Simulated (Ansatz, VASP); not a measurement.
## Cross-check of Na (Na(110), 5 layers) between VASP and Ansatz

Aim: how closely do two programs agree when they are given the same cell, functional and k mesh? The structure shown is the end of the Ansatz relaxation below.

Program: Ansatz 0.2.0. Level of theory: plane waves, with VASP 6.6.1 beside it; single point at PBE. Results are calculated unless marked as measured.

## Step 1: The structure

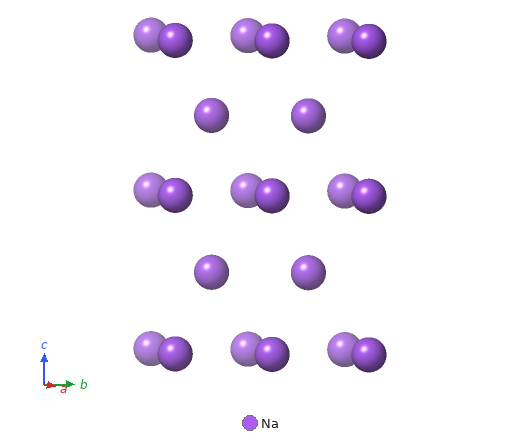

Start, viewed from the side, with the c axis up; sodium purple. 1×2×1 cells are drawn. Some periodic images of atoms are drawn too.

The cell holds 5 atoms: 5 Na. Its edges and angles: a = 3.663 Å, b = 3.663 Å, c = 26.964 Å, α = 90.0°, β = 90.0°, γ = 70.5°. Vacuum lies along c.

## Step 2: Ansatz: relaxation, PBE

Ansatz runs on its default PAW (the set named soft_2) files.

This run makes the geometry at which the two programs are then compared.

input.yaml

```yaml
crystal:
  lattice:
    - [2.9910616844, -2.115, 0.0]
    - [2.9910616844, 2.115, 0.0]
    - [0.0, 0.0, 26.9642467377]
  atoms:
    - { symbol: Na, position: [0.0, 0.0, 0.2781460974] }
    - { symbol: Na, position: [0.5, 0.5, 0.3890730487] }
    - { symbol: Na, position: [0.0, 0.0, 0.5] }
    - { symbol: Na, position: [0.5, 0.5, 0.6109269513] }
    - { symbol: Na, position: [0.0, 0.0, 0.7218539026] }
kpoints:
  mp_grid: { grid: [8, 8, 1] }
hamiltonian:
  xc: pbe
scf:
  occupations: { method: fermi_dirac, width: 0.1 }
  convergence: { dr2_threshold: 1.0e-08 }
efield:
  axis: 3
  dipole_correction: true
  ramp_position: 0.97
  ramp_width: 0.04
relax:
  f_tol: 0.01
  constraints: [{ sites: [0, 1, 2] }]
output:
  write_potential: true
  write_density: true
  volumetric_format: npy
```

Command:

```bash
> ansatz run input.yaml --threads 4 --pin off --max-ram 8192MiB --backend cpu --events-out ev --progress --plain --runs-dir out
```

Numbers of over 12 decimals in the logs are rounded to 6 here.

The log of the run:

```text
Engine: ansatz 0.2.0, x86_64-unknown-linux-gnu
Pseudopotentials: kind: paw
Pseudopotential: Na, paw, valence charge 9, recommended cutoff 420 eV (normal), Na.paw.azcp
Functional definition: PBE
  parameter kappa = 0.804
  parameter beta = 0.066725
  exchange = pbe_x(kappa = kappa, mu = beta*pi^2/3)
  correlation = pbe_c(beta = beta)
Crystal: 5 atoms, lattice volume = 341.157 Å³
Basis set: ecut = 420 eV, 6633 PW (Γ), exchange–correlation on 50×50×384 points (8 copies of the dense FFT grid, shifted against one another)
Bands: 28, of which v1, the nominal top of the filled ones, is band 23 counted from 1 (22 counted from 0)
Symmetry: 4 space group operations
k-points: 21 of 64
Non-local potential: Na, projectors of the file, l = 0: 3, l = 1: 2, l = 2: 1
PAW form: soft (Blöchl's): semilocal exchange-correlation on the pseudo side does not see the compensation charge
PAW one-centre angular grid: Na, 110 points (default); XC on 64 Gauss nodes
Initial density: superposition of atomic densities (neutral atoms: chi_scale 0, normalization atom), corrected by the library's trained network
Initial wavefunctions: pseudopotential atomic-orbital guess
Functional: x = pbe(κ = 0.804, μ = 0.219515), c = pbe(β = 0.066725)
SCF iter   1: F=—  HF=-7431.835170 eV  |F-HF|=—  |Δ(HF+E_count)|=         —  Δρ=2.13e-3  dr2=8.24e-1  ethr=1.77e-3  p=-0.000 e·Å  D=-2.19e-4 V/Å  ΔV_dip=0.01 eV  dr2_dipole=4.20e-5  V_vac-E_F(+/−)=3.03/3.02 eV  ⟨swp⟩=7.9  Hψ=2690  notcnv=0
efield: sawtooth ramp at fractional position 0.9700 (set: `efield.ramp_position`, or a place that a band, a saddle search or an elastic batch's reference lends), width 0.0400; the density the first Hamiltonian is built on has a dipole p = -0.000 e·Å; the dipole correction subtracts the counter field D = -2.19e-4 V/Å, which shifts the + side's vacuum level by +0.01 eV against the − side's; the planar-averaged density in the ramp window peaks in size at 2.8e-5 e/Å³
preconditioner: auto → LDOS  [metal: Δε(μ)=0.093 eV  Ē_g=3.067 eV  σ=0.100 eV  W_gap=0.22  n_scr=36 (ndim 8)  ℏωp=4.5 eV  f_vac=0.411  D(μ)=2.63/eV (n_scr^D=10)  β→1.0]
SCF iter   2: F=—  HF=-7431.782146 eV  |F-HF|=—  |Δ(HF+E_count)|=   5.30e-2  Δρ=5.94e-4  dr2=1.47e-3  ethr=1.77e-3  p=0.000 e·Å  D=1.63e-5 V/Å  ΔV_dip=-0.00 eV  dr2_dipole=1.86e-6  V_vac-E_F(+/−)=2.86/2.86 eV  ⟨swp⟩=1.6  Hψ=775  notcnv=0
SCF iter   3: F=—  HF=-7431.782412 eV  |F-HF|=—  |Δ(HF+E_count)|=   2.65e-4  Δρ=3.89e-4  dr2=5.28e-4  ethr=3.26e-6  p=0.000 e·Å  D=9.31e-6 V/Å  ΔV_dip=-0.00 eV  dr2_dipole=1.15e-7  V_vac-E_F(+/−)=2.86/2.86 eV  ⟨swp⟩=2.0  Hψ=1078  notcnv=0
SCF iter   4: F=—  HF=-7431.782248 eV  |F-HF|=—  |Δ(HF+E_count)|=   1.64e-4  Δρ=9.40e-5  dr2=3.50e-5  ethr=1.17e-6  p=0.000 e·Å  D=1.34e-5 V/Å  ΔV_dip=-0.00 eV  dr2_dipole=9.76e-11  V_vac-E_F(+/−)=2.86/2.86 eV  ⟨swp⟩=2.0  Hψ=1008  notcnv=0
SCF iter   5: F=—  HF=-7431.782240 eV  |F-HF|=—  |Δ(HF+E_count)|=   7.45e-6  Δρ=1.62e-5  dr2=3.21e-6  ethr=7.79e-8  p=0.000 e·Å  D=1.49e-5 V/Å  ΔV_dip=-0.00 eV  dr2_dipole=3.42e-10  V_vac-E_F(+/−)=2.86/2.86 eV  ⟨swp⟩=2.0  Hψ=985  notcnv=0
SCF iter   6: F=—  HF=-7431.782302 eV  |F-HF|=—  |Δ(HF+E_count)|=   6.15e-5  Δρ=2.45e-6  dr2=1.06e-7  ethr=7.13e-9  p=0.000 e·Å  D=1.55e-5 V/Å  ΔV_dip=-0.00 eV  dr2_dipole=1.04e-11  V_vac-E_F(+/−)=2.86/2.86 eV  ⟨swp⟩=1.9  Hψ=653  notcnv=0
SCF iter   7: F=-7431.782302 eV  HF=-7431.782302 eV  |F-HF|=8.04e-9  |Δ(HF+E_count)|=   2.87e-8  Δρ=8.94e-7  dr2=8.34e-9  ethr=2.22e-11  p=0.000 e·Å  D=1.55e-5 V/Å  ΔV_dip=-0.00 eV  dr2_dipole=9.92e-12  V_vac-E_F(+/−)=2.86/2.86 eV  ⟨swp⟩=7.8  Hψ=3195  notcnv=0
SCF 1 converged in 7 iterations: F = -7431.782302 eV  dr2 = 8.34e-9
  greatest PAW one-centre occupation: 0.999 electrons in one spin orbital (limit 2), on the Na atom at site 4 (counted from 0), in its partial waves of l = 0
relax step   1: F+E_penalty+E_count = -7431.78230189 eV  Δ(F+E_penalty+E_count) = +0.000e0 eV  max|allowed force component| = 2.476e-2 eV/Å  Δτ_max = 0.0000 Å  (7 SCF iters, accepted)
[...]
relax step   3: F+E_penalty+E_count = -7431.78368690 eV  Δ(F+E_penalty+E_count) = -9.025e-4 eV  max|allowed force component| = 4.892e-3 eV/Å  Δτ_max = 0.0729 Å  (7 SCF iters, accepted)
[...]
relax step   4: F+E_penalty+E_count = -7431.78378551 eV  Δ(F+E_penalty+E_count) = -9.861e-5 eV  max|allowed force component| = 3.538e-3 eV/Å  Δτ_max = 0.0391 Å  (6 SCF iters, accepted)
NSCF: frozen V_eff on 21 k-points
the band table was solved once a step of the walk had ended and its energy, with any forces and stress, was formed, with the checks that follow a solve (3146 applications of the Hamiltonian). They found nothing against the state; the energy, forces and stress were not computed again (output.eigenvalues in the input reference)
WARN: The output density's exchange-correlation potential varies sharply where the density is thin. Do not read a vacuum level from v_tot or v_xc, or from such a field of the output density. On a cell that repeats whose density bears no net charge and no dipole along the vacuum's axis use v_es (v_loc + v_h of the components); under efield.dipole_correction with no amplitude use v_es + v_field, which holds any externa [...]
SCF converged after 6 iterations
Free energy (F): -7431.783786 eV
Harris-Foulkes:  -7431.783786 eV  (|F-HF|=9.07e-9)
Internal energy: -7431.695655 eV  (E = F + TS)
E sigma→0 (E₀):  -7431.739720 eV
Entropy (-TS):   -0.088130 eV (-17.626 meV/atom)
Fermi energy:    -0.274807 eV
Dipole field:    D = 0.000382 V/Å  (p = 0.000719 e·Å, saw-weighted, corrected)
Work function:   Φ+ = 2.8383 eV   Φ− = 2.8487 eV
Levels:          The Fermi level and band energies are counted from a zero that moves with the ramp; work functions are not
--- Per-component energies (eV) ---
  E_band       = -1300.593672
  E_kinetic    = 600.363981
  E_local      = -21059.705043  (includes V_loc(G=0)·N_el)
  E_nonlocal   = 575.424571
  E_hartree    = 9514.328332
  E_xc         = -191.188428
  E_vxc        = -245.626134  (∫ρ·V_xc dr)
  E_paw        = -1315.847306  (= ΣΔE_a)
  E_vpaw       = -199.704453  (= ΣTr[D̂ρ^β])
  E_aug_tail   = -0.000152  (compensation charges beyond the density's cutoff)
  E_efield     = 0.000000  (sawtooth field / dipole correction)
  E_vefield    = -0.003944  (∫n·V_field dr)
  E_ewald      = 4444.928389
  E_smearing   = -0.088130  (= −TS)
  E_closure    = -0.000000  (closes the sum)
  Σ components = -7431.783786   (vs F -7431.783786, Δ=0.00e0)
--- Forces (eV/Å), atoms counted from 1 ---
  atom   1  Na     0.00000000     0.00000000     0.02513860
  atom   2  Na     0.00000000     0.00000000    -0.00551169
  atom   3  Na     0.00000000     0.00000000    -0.02216128
  atom   4  Na     0.00000000     0.00000000     0.00353803
  atom   5  Na     0.00000000     0.00000000    -0.00099565
  max |Σ_I F_I| component: 8.02e-6 eV/Å
--- Band table (eV; the first three rows and the last of 21) ---
  k-point 0: bands = [... 19 lower, -25.1839, -3.4192, -3.0454, -2.3943, -1.5140, -0.4657, 0.4560, 1.6496, ... 1 higher]
  k-point 1: bands = [... 19 lower, -25.1855, -3.2165, -2.8438, -2.1945, -1.3165, -0.2711, 0.6416, 1.8422, ... 1 higher]
  k-point 2: bands = [... 19 lower, -25.1868, -2.6130, -2.2436, -1.5995, -0.7284, 0.3068, 1.1990, 2.3800, ... 1 higher]
  k-point 20: bands = [... 19 lower, -25.1928, 0.5456, 0.8783, 1.0134, 1.3894, 1.4746, 2.0251, 2.3067, ... 1 higher]
--- Relaxed structure (4 steps of the walk, 4 accepted, 0 SCFs on fresh bases) ---
  F+E_penalty+E_count = -7431.78378551 eV   max|allowed force component| = 3.538e-3 eV/Å
  atoms:
    - { symbol: Na, position: [0.0, 0.0, 0.2781460974] }
    - { symbol: Na, position: [0.500000, 0.500000, 0.3890730487] }
    - { symbol: Na, position: [0.0, 0.0, 0.5] }
    - { symbol: Na, position: [0.500000, 0.500000, 0.608565] }
    - { symbol: Na, position: [0.0, 0.0, 0.716809] }
```

Reading the cycles: dr2 is the Hartree energy of the density residual (eV), the measure of convergence; HF is the Harris–Foulkes estimate of the energy, which meets the free energy F at convergence.

## Step 3: VASP: single point, PBE

The same cell, functional, mesh and smearing now go to VASP, with its own data sets and cutoff.

Lines of VASP's logs that name or quote its potential files are left out, and so is its time.

INCAR

```
SYSTEM = Na
PREC = Accurate
ENCUT = 400
EDIFF = 1E-06
NELM = 100
ISMEAR = -1
SIGMA = 0.1
LREAL = .FALSE.
ALGO = Normal
GGA = PE
NBANDS = 23
LORBIT = 11
LWAVE = .FALSE.
LCHARG = .FALSE.
KPAR = 2
ISIF = 0
LDIPOL = .TRUE.
IDIPOL = 3
DIPOL = 0.5 0.5 0.499
LVHAR = .TRUE.
```

POSCAR

```
Na
1.0
    2.9910616844     -2.1150000000      0.0000000000
    2.9910616844      2.1150000000      0.0000000000
    0.0000000000      0.0000000000     26.9642467377
Na
5
Direct
    0.0000000000      0.0000000000      0.2781460974
    0.5000000000      0.5000000000      0.3890730487
    0.0000000000      0.0000000000      0.5000000000
    0.5000000000      0.5000000000      0.6085649709
    0.0000000000      0.0000000000      0.7168086105
```

KPOINTS

```
Automatic mesh
0
Gamma
8 8 1
0 0 0
```

PAW data sets: Na_pv (PBE family, release 64).

Command:

```bash
> mpirun -np 2 vasp_std
```

The log of the run:

```text
[banner, memory and clock lines left out]
running    2 mpi-ranks, on    1 nodes
 distrk:  each k-point on    1 cores,    2 groups
 distr:  one band on    1 cores,    1 groups

 POSCAR found type information on POSCAR Na
 POSCAR found :  1 types and       5 ions
 LDA part: xc-table for (Slater+PW92), standard interpolation
 POSCAR, INCAR and KPOINTS ok, starting setup
 FFT: planning ... GRIDC
 FFT: planning ... GRID_SOFT
 FFT: planning ... GRID
 WAVECAR not read
 entering main loop
       N       E                     dE             d eps       ncg     rms          rms(c)
DAV:   1     0.214961035914E+03    0.21496E+03   -0.16377E+04  1310   0.102E+03
DAV:   2     0.344919512078E+01   -0.21151E+03   -0.20784E+03  1085   0.341E+02
DAV:   3    -0.626328023379E+01   -0.97125E+01   -0.95982E+01  1148   0.932E+01
DAV:   4    -0.645183735314E+01   -0.18856E+00   -0.18852E+00  1094   0.136E+01
DAV:   5    -0.645786439151E+01   -0.60270E-02   -0.60270E-02  1343   0.233E+00    0.803E-01
DAV:   6    -0.631272434542E+01    0.14514E+00   -0.16079E+00  1132   0.467E+00    0.537E-01
DAV:   7    -0.637438060195E+01   -0.61656E-01   -0.11623E+00  1245   0.167E+00    0.611E-01
DAV:   8    -0.627046662749E+01    0.10391E+00   -0.85640E-01  1241   0.105E+00    0.297E-01
DAV:   9    -0.625693925032E+01    0.13527E-01   -0.68234E-02   987   0.709E-01    0.105E-01
DAV:  10    -0.625733625141E+01   -0.39700E-03   -0.86711E-03  1099   0.730E-01    0.497E-02
DAV:  11    -0.625699059761E+01    0.34565E-03   -0.24804E-03  1073   0.180E-01    0.288E-02
DAV:  12    -0.625708300402E+01   -0.92406E-04   -0.30449E-04  1065   0.125E-01    0.142E-02
DAV:  13    -0.625694890655E+01    0.13410E-03   -0.29706E-04  1100   0.479E-02    0.881E-03
DAV:  14    -0.625701383546E+01   -0.64929E-04   -0.37207E-05   875   0.422E-02    0.406E-03
DAV:  15    -0.625702446769E+01   -0.10632E-04   -0.30878E-05   945   0.217E-02    0.301E-03
DAV:  16    -0.625708070812E+01   -0.56240E-04   -0.12093E-05   952   0.993E-03    0.187E-03
DAV:  17    -0.625712732694E+01   -0.46619E-04   -0.62713E-06   861   0.603E-03    0.914E-04
DAV:  18    -0.625714625891E+01   -0.18932E-04   -0.14754E-06   714   0.395E-03    0.533E-04
DAV:  19    -0.625715492999E+01   -0.86711E-05   -0.77270E-07   672   0.166E-03    0.220E-04
DAV:  20    -0.625715670927E+01   -0.17793E-05   -0.23735E-07   679   0.143E-03    0.808E-05
DAV:  21    -0.625715686260E+01   -0.15333E-06   -0.21662E-08   644   0.691E-04
   1 F= -.62571569E+01 E0= -.62131193E+01  d E =-.880751E-01
```

From OUTCAR (step 3):

```text
ion  position               nearest neighbor table
   1  0.000  0.000  0.278-
   2  0.500  0.500  0.389-
   3  0.000  0.000  0.500-
   4  0.500  0.500  0.609-
   5  0.000  0.000  0.717-

  LATTYP: Found a base centered orthorhombic cell.
 ALAT       =     4.2300000000
 B/A-ratio  =     1.4142135624
 C/A-ratio  =     6.3745264155

 Subroutine GETGRP returns: Found  4 space group operations
 (whereof  4 operations were pure point group operations)

The static configuration has the point symmetry C_2v.

 Found     21 irreducible k-points:

   k-points           NKPTS =     21   k-points in BZ     NKDIM =     21   number of bands    NBANDS=     23

   dimension x,y,z NGX =    24 NGY =   24 NGZ =  180
   dimension x,y,z NGXF=    48 NGYF=   48 NGZF=  360

   ENCUT  =  400.0 eV  29.40 Ry    5.42 a.u.   5.97  5.97 43.97*2*pi/ulx,y,z

   NELECT =      35.0000    total number of electrons

 k-points in reciprocal lattice and weights: Automatic mesh
   0.00000000  0.00000000  0.00000000       0.016
   0.12500000  0.00000000  0.00000000       0.062
   0.25000000  0.00000000  0.00000000       0.062
   0.37500000 -0.00000000  0.00000000       0.062
   0.50000000  0.00000000  0.00000000       0.031
   0.12500000  0.12500000  0.00000000       0.031
   0.25000000  0.12500000  0.00000000       0.062
   0.37500000  0.12500000  0.00000000       0.062
   0.50000000  0.12500000  0.00000000       0.062
[...]
-0.37500000  0.37500000  0.00000000       0.031
   0.50000000  0.50000000  0.00000000       0.016

 dipolmoment           0.000000      0.000000     -0.000831 electrons x Angstroem

 average (electrostatic) potential at core
       1 -52.0039       2 -51.8089       3 -51.7620       4 -51.7855       5 -51.9942

 E-fermi :  -1.0428

 k-point     1 :       0.0000    0.0000    0.0000
  band No.  band energies     occupation
    ...
     16      -4.1909      2.00000
     17      -3.8161      2.00000
     18      -3.1640      2.00000
     19      -2.2830      1.99999
     20      -1.2343      1.74332
     21      -0.3111      0.00133
     22       0.8797      0.00000
     23       1.6648      0.00000

 k-point     2 :       0.1250    0.0000    0.0000
  band No.  band energies     occupation
    ...
     16      -3.9878      2.00000
     17      -3.6142      2.00000
     18      -2.9639      2.00000
     19      -2.0853      1.99994
     20      -1.0396      0.98420
     21      -0.1256      0.00021
     22       1.0724      0.00000
     23       1.8561      0.00000

 k-point     3 :       0.2500    0.0000    0.0000
  band No.  band energies     occupation
    ...
     15     -25.9509      2.00000
     16      -3.3832      2.00000
     17      -3.0131      2.00000
     18      -2.3683      2.00000
     19      -1.4968      1.97888
     20      -0.4614      0.00596
     21       0.4316      0.00000
     22       1.6108      0.00000
     23       2.3958      0.00000

  energy-cutoff  :      400.00
  volume of cell :      341.16
      direct lattice vectors                 reciprocal lattice vectors
     2.991061684 -2.115000000  0.000000000     0.167164724 -0.236406619  0.000000000
     2.991061684  2.115000000  0.000000000     0.167164724  0.236406619  0.000000000
     0.000000000  0.000000000 26.964246738     0.000000000  0.000000000  0.037086146

 POSITION                                       TOTAL-FORCE (eV/Angst)
 -----------------------------------------------------------------------------------
      0.00000      0.00000      7.50000        -0.000000      0.000000      0.024154
      2.99106      0.00000     10.49106        -0.000000      0.000000     -0.005097
      0.00000      0.00000     13.48212        -0.000000      0.000000     -0.021762
      2.99106      0.00000     16.40950         0.000000      0.000000      0.003767
      0.00000      0.00000     19.32820         0.000000      0.000000     -0.001062
 -----------------------------------------------------------------------------------
    total drift:                               -0.000000     -0.000000     -0.002075

  FREE ENERGIE OF THE ION-ELECTRON SYSTEM (eV)
  ---------------------------------------------------
  free  energy   TOTEN  =        -6.2571568626 eV

  energy  without entropy=       -6.1690818106  energy(sigma->0) =       -6.21311934

 vacuum level on the upper side and lower side of the slab         1.797         1.809

 total charge
# of ion       s       p       d       tot
------------------------------------------
    1        0.101   5.957   0.000   6.058
    2        0.095   5.963   0.000   6.059
    3        0.096   5.964   0.000   6.061
    4        0.097   5.964   0.000   6.061
    5        0.102   5.958   0.000   6.060
--------------------------------------------------
tot          0.491  29.807   0.000  30.298

[... 3 further parts left out ...]
```

## Step 4: Comparison

Known differences besides the PAW data sets themselves: the data sets hold 45 valence electrons in Ansatz (default PAW (the set named soft_2) files) and 35 in VASP; the cutoff is 420 eV in Ansatz and 400 eV in VASP; VASP leaves aspherical gradient terms in its spheres out (LASPH is not set), Ansatz keeps them. Total energies have different zeros and are not compared.

The two programs side by side:

```
                                   quantity  Ansatz  VASP  difference
 work function, lower of the two faces (eV)    2.84  2.84        0.00
work function, higher of the two faces (eV)    2.85  2.85        0.00
```

## Step 5: Summary of results

```json
{
  "difference in work function, higher of the two faces (single point, PBE)": "-0.0031 eV"
}
```

In words: The difference in work function, higher of the two faces is -0.0031 eV (single point, PBE). How closely two codes agree says nothing of how well the functional describes the real material.

[Lines on the potential files, build, host, timing and source positions are cut from VASP's logs without a mark.]

[Logs are printed without paths, hosts, clocks, repeated set-up lines and the standing remarks that a program may print on its own settings, such as how far it seeks lower states.]

[Hosts, paths, dates, database ids (printed as entryN), source tags and the programs' standing remarks are cut or masked in the printed files.]
